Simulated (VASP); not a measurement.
Consider the following.

```
ZnSe
1.0
    0.00000     2.83170     2.83170
    2.83170     0.00000     2.83170
    2.83170     2.83170     0.00000
Zn Se
1 1
Direct
  0.00000   0.00000   0.00000
  0.25000   0.25000   0.25000
```

All values below come from vdW-DF-cx, VASP's PBE PAW potentials (set 64) (plane waves; VASP). Settings: 520 eV cut-off, 9×9×9 Γ-centred mesh, tetrahedra with Blöchl corrections, potentials Zn Se.

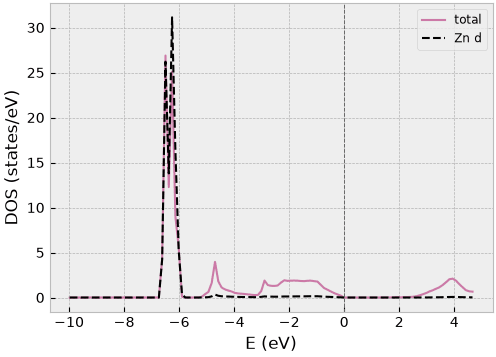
Fig. 1. Total and projected density of states, zero at the valence-band maximum

Within 2 eV below the valence-band maximum the largest weight inside VASP's projection spheres is Se p.

The gap is direct, 1.21 eV, from the valence maximum at Γ to the conduction minimum at Γ.

The compound is ZnSe in the zinc blende structure. It was relaxed first.
